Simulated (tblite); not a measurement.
## Geometry relaxation, with input and output: C₂H₁₀FNSi₂ (part 2 of 2)

The same run, continued: C₂H₁₀FNSi₂; GFN2-xTB geometry optimisation, gas phase (tblite 0.8.0). It belongs to a series of runs on one base structure; here: constitutional isomer.

Geometry of the input (Å):
```
N  3.0057  -0.5671  0.9927
Si 1.6473  -0.4587  -0.2053
C  0.0046  -0.3665  0.6776
F  0.0787  0.4106  1.8127
C  -0.9538  0.3187  -0.2871
Si -2.6739  0.4996  0.4262
H  3.8752  -0.4027  0.4364
H  2.9259  0.1720  1.7348
H  1.7822  0.7574  -1.0223
H  1.6409  -1.6670  -1.0076
H  -0.4127  -1.3793  0.8876
H  -0.5355  1.3212  -0.4960
H  -0.9863  -0.2073  -1.2678
H  -3.3998  -0.7262  0.0845
H  -2.6607  0.6215  1.8840
H  -3.3455  1.6828  -0.1268
```

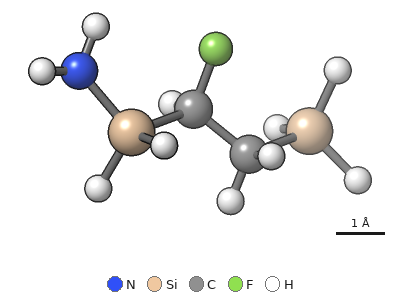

Figure 1. The geometry at step 86 of the log (ball-and-stick view, seen at a tilt).

## Trajectory as extended XYZ, continued
```
16
Properties=species:S:1:pos:R:3:forces:R:3 step=55 energy=-557.88837
N     2.8602   -0.5871    0.9839   -0.0060   0.0150  -0.0250
Si    1.7739   -0.3982   -0.3296   -0.0330  -0.0120   0.0010
C     0.0531   -0.2451    0.5122   -0.0010   0.0240   0.0140
F     0.2032    0.5025    1.6854    0.0120   0.0090   0.0210
C    -1.0121    0.4234   -0.3431    0.0030   0.0020   0.0010
Si   -2.7157    0.4512    0.5150    0.0140  -0.0050  -0.0040
H     3.8504   -0.6528    0.8163   -0.0130   0.0000   0.0170
H     2.6739   -0.0881    1.8403    0.0200  -0.0120  -0.0130
H     1.9621    0.7709   -1.2031    0.0100   0.0040   0.0300
H     1.8126   -1.6277   -1.1212    0.0010  -0.0020  -0.0250
H    -0.3030   -1.2230    0.8580    0.0140   0.0110  -0.0240
H    -0.6873    1.4408   -0.5686    0.0310  -0.0100   0.0110
H    -1.0593   -0.1068   -1.2948   -0.0170  -0.0160   0.0070
H    -3.3075   -0.8830    0.3658   -0.0170   0.0130   0.0080
H    -2.5547    0.7666    1.9312   -0.0140   0.0090   0.0050
H    -3.5575    1.4655   -0.1241   -0.0040  -0.0300  -0.0240
16
Properties=species:S:1:pos:R:3:forces:R:3 step=59 energy=-557.89004
N     2.8556   -0.6061    0.9849    0.0020  -0.0080   0.0180
Si    1.7745   -0.3957   -0.3287    0.0230   0.0070  -0.0290
C     0.0520   -0.2297    0.5024    0.0080  -0.0210  -0.0050
F     0.2043    0.5200    1.6743   -0.0120  -0.0100  -0.0030
C    -1.0187    0.4309   -0.3520    0.0160   0.0080   0.0120
Si   -2.7153    0.4457    0.5209    0.0290   0.0240   0.0010
H     3.8465   -0.6712    0.8249    0.0030  -0.0120  -0.0160
H     2.6695   -0.1251    1.8508   -0.0120   0.0070   0.0060
H     1.9867    0.7836   -1.1775    0.0040   0.0470  -0.0160
H     1.8201   -1.6120   -1.1403   -0.0230  -0.0020  -0.0130
H    -0.3002   -1.2088    0.8454   -0.0100  -0.0130   0.0310
H    -0.6974    1.4485   -0.5799    0.0120   0.0060   0.0050
H    -1.0728   -0.0997   -1.3038    0.0090  -0.0180   0.0360
H    -3.2805   -0.9033    0.4153   -0.0180   0.0010   0.0030
H    -2.5514    0.8071    1.9259   -0.0100   0.0030   0.0030
H    -3.5805    1.4247   -0.1391   -0.0210  -0.0180  -0.0340
16
Properties=species:S:1:pos:R:3:forces:R:3 step=63 energy=-557.89215
N     2.8734   -0.6125    0.9773   -0.0170  -0.0210  -0.0170
Si    1.7757   -0.3920   -0.3228    0.0050   0.0450   0.0090
C     0.0506   -0.2327    0.5110    0.0160  -0.0170   0.0170
F     0.1926    0.5145    1.6858    0.0300  -0.0240   0.0040
C    -1.0176    0.4305   -0.3442    0.0060  -0.0290   0.0080
Si   -2.7191    0.4526    0.5176   -0.0520  -0.0110  -0.0060
H     3.8608   -0.6732    0.7943   -0.0020  -0.0110   0.0050
H     2.7047   -0.1460    1.8547   -0.0240   0.0100  -0.0150
H     1.9821    0.8060   -1.1510   -0.0020  -0.0010  -0.0090
H     1.8198   -1.6014   -1.1485   -0.0260   0.0390   0.0060
H    -0.3034   -1.2136    0.8492    0.0040   0.0030   0.0220
H    -0.6928    1.4454   -0.5804    0.0050  -0.0200   0.0010
H    -1.0766   -0.1126   -1.2877    0.0180   0.0040  -0.0190
H    -3.2920   -0.8978    0.4260    0.0290   0.0380   0.0130
H    -2.5766    0.8361    1.9192   -0.0020   0.0080  -0.0110
H    -3.5891    1.4057   -0.1770    0.0110  -0.0130  -0.0090
16
Properties=species:S:1:pos:R:3:forces:R:3 step=67 energy=-557.89557
N     2.8530   -0.6658    0.9830    0.0090   0.0030  -0.0070
Si    1.7878   -0.3673   -0.3288   -0.0540  -0.0020  -0.0040
C     0.0570   -0.2119    0.4921   -0.0360   0.0030   0.0220
F     0.2016    0.5431    1.6617    0.0220   0.0100   0.0290
C    -1.0226    0.4402   -0.3574   -0.0180   0.0010   0.0020
Si   -2.7147    0.4492    0.5274    0.0270   0.0210  -0.0010
H     3.8430   -0.7254    0.8098   -0.0150  -0.0130   0.0370
H     2.6740   -0.2221    1.8712    0.0040  -0.0110  -0.0420
H     2.0399    0.8571   -1.1022   -0.0160   0.0030  -0.0150
H     1.8093   -1.5489   -1.1947   -0.0080   0.0470  -0.0030
H    -0.2990   -1.1871    0.8419    0.0450  -0.0510   0.0100
H    -0.7047    1.4555   -0.6016   -0.0150  -0.0120   0.0000
H    -1.0953   -0.1046   -1.2994    0.0500  -0.0100   0.0040
H    -3.2215   -0.9249    0.5474    0.0010  -0.0580  -0.0010
H    -2.5701    0.9302    1.8981   -0.0060   0.0360  -0.0180
H    -3.6454    1.2918   -0.2248    0.0100   0.0320  -0.0130
16
Properties=species:S:1:pos:R:3:forces:R:3 step=71 energy=-557.90048
N     2.8682   -0.7143    0.9581   -0.0210  -0.0020  -0.0080
Si    1.7833   -0.3270   -0.3148    0.0130  -0.0120  -0.0130
C     0.0522   -0.2082    0.5119    0.0360   0.0160   0.0080
F     0.1961    0.5431    1.6846   -0.0510   0.0060   0.0050
C    -1.0274    0.4331   -0.3481    0.0210  -0.0130   0.0100
Si   -2.7274    0.4620    0.5200    0.0160  -0.0640  -0.0350
H     3.8552   -0.7726    0.7694   -0.0170  -0.0180  -0.0030
H     2.7117   -0.3131    1.8684   -0.0190   0.0210   0.0400
H     2.0581    0.9318   -1.0242   -0.0520  -0.0040   0.0020
H     1.7867   -1.4624   -1.2345   -0.0090  -0.0070  -0.0700
H    -0.2886   -1.1924    0.8570    0.0380   0.0230  -0.0080
H    -0.7073    1.4419   -0.6145   -0.0130   0.0120   0.0310
H    -1.0913   -0.1269   -1.2825    0.0240  -0.0250   0.0290
H    -3.1791   -0.9269    0.6519    0.0050  -0.0330   0.0130
H    -2.6133    1.0601    1.8466   -0.0160   0.0530  -0.0320
H    -3.6846    1.1807   -0.3259    0.0450   0.0450   0.0310
16
Properties=species:S:1:pos:R:3:forces:R:3 step=75 energy=-557.90765
N     2.8577   -0.7326    0.9456    0.0030   0.0310   0.0350
Si    1.7779   -0.3108   -0.3209    0.0560  -0.0160   0.0030
C     0.0638   -0.2119    0.5343    0.0170   0.0330  -0.0140
F     0.1962    0.5400    1.7059   -0.0110  -0.0030   0.0310
C    -1.0163    0.4183   -0.3301   -0.0120  -0.0200  -0.0080
Si   -2.7272    0.4541    0.5099   -0.0470  -0.0100   0.0490
H     3.8453   -0.8019    0.7637   -0.0110  -0.0220  -0.0290
H     2.7051   -0.3234    1.8551   -0.0150  -0.0190  -0.0030
H     2.0417    0.9632   -1.0040   -0.0280   0.0200   0.0000
H     1.7575   -1.4111   -1.2839    0.0130  -0.0090  -0.0200
H    -0.2543   -1.2051    0.8756   -0.0240   0.0570   0.0000
H    -0.7063    1.4303   -0.6002    0.0110  -0.0360   0.0270
H    -1.0612   -0.1534   -1.2572   -0.0190  -0.0030  -0.0340
H    -3.1675   -0.9364    0.6887    0.0110   0.0490   0.0020
H    -2.6507    1.1279    1.8068    0.0060  -0.0250  -0.0610
H    -3.6693    1.1618   -0.3659    0.0500  -0.0260   0.0210
16
Properties=species:S:1:pos:R:3:forces:R:3 step=79 energy=-557.91022
N     2.8576   -0.7537    0.9377   -0.0060  -0.0060   0.0030
Si    1.7851   -0.2889   -0.3179   -0.0310   0.0080  -0.0020
C     0.0681   -0.1979    0.5364   -0.0170  -0.0290   0.0020
F     0.1872    0.5489    1.7143   -0.0060   0.0200  -0.0460
C    -1.0205    0.4132   -0.3311    0.0120   0.0220   0.0010
Si   -2.7315    0.4516    0.5108    0.0330  -0.0040  -0.0220
H     3.8421   -0.8424    0.7483   -0.0090  -0.0010   0.0200
H     2.7055   -0.3842    1.8636    0.0200  -0.0050  -0.0130
H     2.0509    1.0028   -0.9685   -0.0140  -0.0010   0.0100
H     1.7553   -1.3663   -1.3085    0.0160   0.0140  -0.0050
H    -0.2458   -1.1905    0.8770   -0.0040  -0.0340   0.0110
H    -0.7139    1.4241   -0.6025   -0.0080   0.0330  -0.0240
H    -1.0656   -0.1606   -1.2584    0.0100   0.0010   0.0270
H    -3.1317   -0.9360    0.7607   -0.0210  -0.0070   0.0170
H    -2.6635    1.1996    1.7620    0.0000   0.0020   0.0150
H    -3.6871    1.0894   -0.4004    0.0250  -0.0130   0.0060
16
Properties=species:S:1:pos:R:3:forces:R:3 step=83 energy=-557.91197
N     2.8534   -0.7822    0.9282   -0.0250  -0.0180  -0.0250
Si    1.7850   -0.2707   -0.3141    0.0220   0.0080   0.0110
C     0.0689   -0.1934    0.5386   -0.0060   0.0150  -0.0060
F     0.1841    0.5624    1.7100    0.0030   0.0100   0.0140
C    -1.0206    0.4136   -0.3295   -0.0110  -0.0080  -0.0100
Si   -2.7305    0.4503    0.5122    0.0030  -0.0360   0.0080
H     3.8361   -0.8784    0.7367    0.0210  -0.0070  -0.0090
H     2.7116   -0.4370    1.8642   -0.0130   0.0130   0.0140
H     2.0603    1.0402   -0.9199   -0.0130   0.0040   0.0070
H     1.7524   -1.3121   -1.3417    0.0160   0.0000  -0.0020
H    -0.2379   -1.1876    0.8835   -0.0150   0.0030   0.0030
H    -0.7205    1.4249   -0.6111    0.0050  -0.0180  -0.0020
H    -1.0685   -0.1690   -1.2499    0.0110  -0.0020  -0.0170
H    -3.1034   -0.9328    0.8362    0.0020   0.0480   0.0040
H    -2.6859    1.2689    1.7205   -0.0010  -0.0120   0.0020
H    -3.6922    1.0121   -0.4404    0.0010   0.0000   0.0070
16
Properties=species:S:1:pos:R:3:forces:R:3 step=86 energy=-557.91246
N     2.8465   -0.8024    0.9233    0.0010  -0.0110   0.0050
Si    1.7872   -0.2557   -0.3114    0.0000  -0.0080   0.0000
C     0.0686   -0.1864    0.5370    0.0060   0.0000   0.0040
F     0.1801    0.5749    1.7061   -0.0070   0.0000  -0.0010
C    -1.0224    0.4125   -0.3341    0.0070  -0.0050  -0.0060
Si   -2.7273    0.4462    0.5143   -0.0130   0.0210   0.0030
H     3.8288   -0.9060    0.7308   -0.0020  -0.0010   0.0030
H     2.7067   -0.4751    1.8669   -0.0040   0.0040  -0.0240
H     2.0684    1.0665   -0.8898   -0.0090  -0.0010   0.0120
H     1.7525   -1.2776   -1.3589    0.0180   0.0090   0.0010
H    -0.2368   -1.1802    0.8857    0.0050   0.0100  -0.0020
H    -0.7247    1.4235   -0.6177   -0.0010  -0.0020  -0.0130
H    -1.0703   -0.1716   -1.2537    0.0200  -0.0090  -0.0040
H    -3.0751   -0.9269    0.8925   -0.0080   0.0090   0.0080
H    -2.6907    1.3118    1.6903   -0.0050  -0.0180  -0.0030
H    -3.6991    0.9555   -0.4576   -0.0080   0.0020   0.0150
16
Properties=species:S:1:pos:R:3:forces:R:3 step=90 energy=-557.91300
N     2.8461   -0.8142    0.9192    0.0100   0.0000   0.0100
Si    1.7868   -0.2528   -0.3087    0.0040   0.0070  -0.0030
C     0.0689   -0.1858    0.5396   -0.0080   0.0050  -0.0030
F     0.1760    0.5779    1.7073    0.0020   0.0030   0.0030
C    -1.0209    0.4091   -0.3357   -0.0080   0.0040   0.0000
Si   -2.7275    0.4483    0.5133    0.0080  -0.0100  -0.0160
H     3.8287   -0.9132    0.7244   -0.0060  -0.0050   0.0010
H     2.7092   -0.4813    1.8611    0.0020  -0.0010   0.0010
H     2.0627    1.0760   -0.8726    0.0020   0.0110   0.0040
H     1.7587   -1.2627   -1.3661    0.0080  -0.0070  -0.0120
H    -0.2360   -1.1787    0.8892    0.0020  -0.0070   0.0050
H    -0.7243    1.4195   -0.6230    0.0010  -0.0040  -0.0050
H    -1.0621   -0.1783   -1.2538   -0.0100  -0.0080   0.0090
H    -3.0745   -0.9197    0.9104   -0.0030   0.0030  -0.0010
H    -2.6989    1.3216    1.6830    0.0080   0.0020   0.0010
H    -3.7005    0.9432   -0.4638   -0.0120   0.0090   0.0060
16
Properties=species:S:1:pos:R:3:forces:R:3 step=94 energy=-557.91317
N     2.8443   -0.8141    0.9216   -0.0090   0.0030  -0.0030
Si    1.7888   -0.2529   -0.3102   -0.0020  -0.0020  -0.0010
C     0.0686   -0.1830    0.5361    0.0030  -0.0050   0.0000
F     0.1757    0.5816    1.7035    0.0050  -0.0010  -0.0060
C    -1.0221    0.4109   -0.3391    0.0020  -0.0080   0.0000
Si   -2.7266    0.4469    0.5129   -0.0060   0.0100   0.0120
H     3.8270   -0.9163    0.7304    0.0010  -0.0030  -0.0010
H     2.7042   -0.4825    1.8634    0.0030   0.0030   0.0050
H     2.0641    1.0760   -0.8759    0.0040  -0.0010   0.0090
H     1.7669   -1.2669   -1.3655    0.0010   0.0120   0.0030
H    -0.2360   -1.1759    0.8871    0.0040   0.0020   0.0000
H    -0.7261    1.4213   -0.6275   -0.0020  -0.0060  -0.0040
H    -1.0636   -0.1777   -1.2562   -0.0080  -0.0080   0.0010
H    -3.0746   -0.9203    0.9117    0.0020  -0.0020  -0.0080
H    -2.6911    1.3165    1.6861    0.0050  -0.0020  -0.0090
H    -3.7071    0.9453   -0.4551   -0.0020   0.0060   0.0030
16
Properties=species:S:1:pos:R:3:forces:R:3 step=98 energy=-557.91357
N     2.8417   -0.8267    0.9173   -0.0020  -0.0030  -0.0020
Si    1.7894   -0.2415   -0.3057    0.0130   0.0040  -0.0230
C     0.0685   -0.1833    0.5377   -0.0090   0.0090  -0.0050
F     0.1737    0.5879    1.7005   -0.0040   0.0060   0.0120
C    -1.0242    0.4026   -0.3409   -0.0090  -0.0040  -0.0080
Si   -2.7296    0.4482    0.5107    0.0110   0.0090  -0.0060
H     3.8225   -0.9363    0.7208    0.0090  -0.0030  -0.0020
H     2.7101   -0.5010    1.8620   -0.0010   0.0060   0.0190
H     2.0651    1.0990   -0.8445    0.0020  -0.0090   0.0090
H     1.7769   -1.2367   -1.3783   -0.0070   0.0110   0.0000
H    -0.2306   -1.1758    0.8941   -0.0020   0.0020  -0.0050
H    -0.7293    1.4108   -0.6390   -0.0020  -0.0170  -0.0040
H    -1.0665   -0.1951   -1.2521   -0.0070  -0.0050  -0.0020
H    -3.0645   -0.9137    0.9364   -0.0120  -0.0050  -0.0080
H    -2.6925    1.3416    1.6642    0.0020   0.0090   0.0170
H    -3.7181    0.9288   -0.4597    0.0170  -0.0110   0.0070
16
Properties=species:S:1:pos:R:3:forces:R:3 step=102 energy=-557.91389
N     2.8391   -0.8355    0.9164    0.0050   0.0020   0.0030
Si    1.7912   -0.2366   -0.3048   -0.0080   0.0030   0.0270
C     0.0680   -0.1819    0.5365    0.0080  -0.0030   0.0010
F     0.1735    0.5937    1.6975   -0.0140  -0.0030  -0.0100
C    -1.0264    0.3978   -0.3439    0.0060  -0.0070   0.0000
Si   -2.7287    0.4505    0.5113    0.0050  -0.0030   0.0240
H     3.8192   -0.9487    0.7167   -0.0040  -0.0030   0.0080
H     2.7120   -0.5084    1.8621    0.0010  -0.0080  -0.0140
H     2.0695    1.1117   -0.8173    0.0090   0.0160  -0.0150
H     1.7805   -1.2151   -1.3916   -0.0040   0.0020  -0.0010
H    -0.2296   -1.1735    0.8965    0.0040   0.0020  -0.0030
H    -0.7297    1.4019   -0.6517   -0.0070   0.0020  -0.0110
H    -1.0734   -0.2080   -1.2493    0.0020  -0.0080  -0.0060
H    -3.0610   -0.9084    0.9504   -0.0080   0.0020  -0.0040
H    -2.6901    1.3560    1.6561    0.0000   0.0020   0.0060
H    -3.7218    0.9135   -0.4613    0.0060   0.0050  -0.0050
16
Properties=species:S:1:pos:R:3:forces:R:3 step=106 energy=-557.91444
N     2.8363   -0.8368    0.9194   -0.0050   0.0010  -0.0050
Si    1.7942   -0.2277   -0.3017    0.0070   0.0040  -0.0080
C     0.0680   -0.1816    0.5326   -0.0060   0.0060  -0.0040
F     0.1655    0.5999    1.6900   -0.0080   0.0020   0.0060
C    -1.0288    0.3875   -0.3516   -0.0060   0.0010  -0.0010
Si   -2.7251    0.4531    0.5169    0.0050   0.0000   0.0070
H     3.8154   -0.9623    0.7228    0.0000   0.0030  -0.0010
H     2.7104   -0.5084    1.8643    0.0010  -0.0050   0.0060
H     2.0735    1.1245   -0.8077    0.0030  -0.0070   0.0020
H     1.7899   -1.1989   -1.3959   -0.0050   0.0060   0.0070
H    -0.2259   -1.1729    0.8965    0.0110  -0.0010  -0.0040
H    -0.7346    1.3879   -0.6744   -0.0030  -0.0040  -0.0040
H    -1.0796   -0.2301   -1.2491   -0.0060  -0.0030   0.0040
H    -3.0706   -0.9069    0.9411    0.0020   0.0000   0.0210
H    -2.6704    1.3569    1.6635    0.0010  -0.0230  -0.0080
H    -3.7257    0.9249   -0.4433    0.0090   0.0190  -0.0180
16
Properties=species:S:1:pos:R:3:forces:R:3 step=110 energy=-557.91489
N     2.8366   -0.8453    0.9162    0.0070   0.0000   0.0080
Si    1.7964   -0.2164   -0.2964   -0.0120   0.0070   0.0040
C     0.0666   -0.1802    0.5324    0.0140  -0.0010   0.0070
F     0.1523    0.6062    1.6880    0.0040  -0.0050  -0.0040
C    -1.0331    0.3762   -0.3557    0.0070  -0.0010  -0.0010
Si   -2.7247    0.4534    0.5198   -0.0320  -0.0050  -0.0530
H     3.8141   -0.9760    0.7140   -0.0030   0.0030  -0.0040
H     2.7198   -0.5220    1.8642   -0.0070  -0.0060   0.0020
H     2.0766    1.1425   -0.7804    0.0070   0.0100  -0.0050
H     1.7967   -1.1708   -1.4044   -0.0080  -0.0030   0.0010
H    -0.2186   -1.1731    0.8989    0.0030   0.0010  -0.0030
H    -0.7416    1.3727   -0.6922    0.0000   0.0020  -0.0050
H    -1.0865   -0.2524   -1.2453   -0.0080  -0.0040   0.0070
H    -3.0724   -0.9020    0.9585   -0.0010   0.0130   0.0120
H    -2.6700    1.3690    1.6542    0.0100  -0.0030   0.0270
H    -3.7199    0.9273   -0.4481    0.0190  -0.0080   0.0090
16
Properties=species:S:1:pos:R:3:forces:R:3 step=114 energy=-557.91537
N     2.8355   -0.8463    0.9159   -0.0020   0.0020   0.0000
Si    1.7982   -0.2046   -0.2930   -0.0020  -0.0040   0.0000
C     0.0670   -0.1796    0.5322    0.0000   0.0010   0.0000
F     0.1427    0.6085    1.6869    0.0090   0.0030   0.0010
C    -1.0351    0.3654   -0.3601   -0.0010  -0.0020   0.0010
Si   -2.7248    0.4566    0.5182    0.0050   0.0040   0.0040
H     3.8114   -0.9855    0.7124    0.0000   0.0070  -0.0050
H     2.7218   -0.5253    1.8649   -0.0040  -0.0070   0.0050
H     2.0823    1.1577   -0.7662    0.0000   0.0030   0.0010
H     1.7964   -1.1506   -1.4083   -0.0010  -0.0010   0.0000
H    -0.2105   -1.1745    0.8991   -0.0020   0.0000  -0.0020
H    -0.7432    1.3557   -0.7144   -0.0060   0.0000   0.0000
H    -1.0955   -0.2777   -1.2386    0.0070  -0.0040  -0.0010
H    -3.0829   -0.8939    0.9617   -0.0050  -0.0030   0.0010
H    -2.6562    1.3630    1.6609    0.0010  -0.0010  -0.0040
H    -3.7147    0.9400   -0.4480    0.0000   0.0020  -0.0010
```

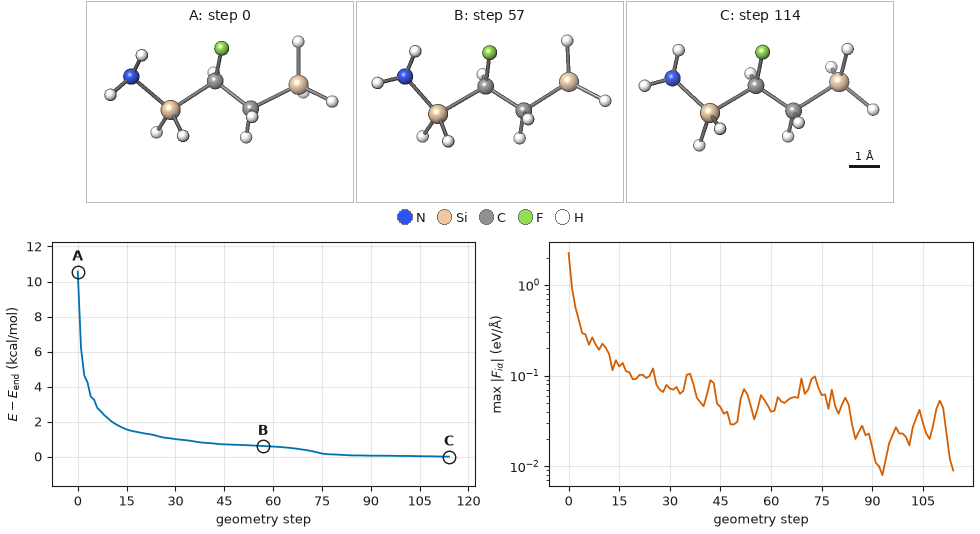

Figure 2. Frames of the relaxation (ball-and-stick view, seen at a tilt) above the curves, on which the letters mark them (steps are counted from 0).

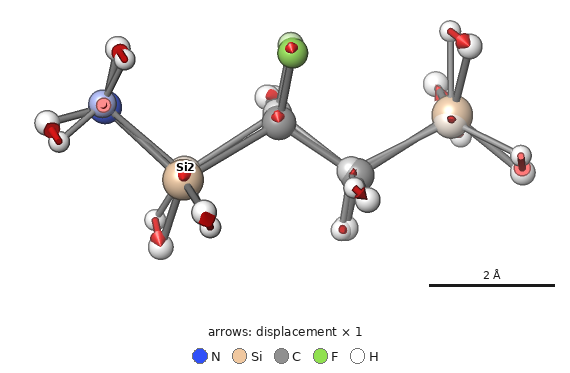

Figure 3. Start (faint) and end (solid) with the displacements as red arrows, at true length (ball-and-stick view, seen at a tilt). The two geometries are laid on each other by the best rigid fit. The largest move after the best rigid fit is that of H14, 0.94 Å. By element the largest moves are H 0.94 Å, N 0.32 Å, Si 0.32 Å, C 0.24 Å, F 0.23 Å. Distances before and after: N1–Si2 1.814 → 1.717 Å, Si2–C3 1.867 → 1.918 Å, N1–H7 1.045 → 1.007 Å, C5–Si6 1.871 → 1.907 Å. Among the angles that change: Si2–N1–H7 105.2° → 119.7°, Si2–C3–C5 106.0° → 114.0°, F4–C3–H11 112.2° → 104.4°. The energy falls by 10.6 kcal/mol in 114 geometry steps. The largest force component goes from 2.2 to 0.009 eV/Å. (Atoms are counted from 1 in the order of the input.)

## Summary

```tsv
quantity	value
outcome	converged
total energy	−557.9154 eV
wall time	1.3 s
peak memory	0.18 GiB
```
